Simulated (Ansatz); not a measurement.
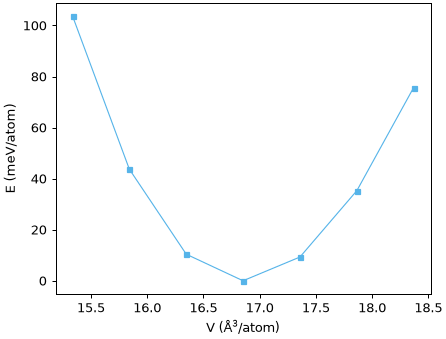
Figure. HfRu (CsCl type, Pm-3m) under volume change, plane-wave PAW r²SCAN (Ansatz code), scaled uniformly.

What does a third-order Birch–Murnaghan fit give for V₀, B₀ and B′?

V₀ = 16.85 Å³/atom, B₀ = 206 GPa, B′ = 4.1.

The workflow started from an entry of the Crystallography Open Database (COD). Its standing as an ambient phase is unchecked. The r²SCAN relaxation kept the symmetry of its start; whether a distortion lowers the energy is not shown. The run is not spin-polarised. Scalar-relativistic: spin–orbit coupling is off unless named, which matters more the heavier the elements.

Potentials: the later of the program's two PAW sets.
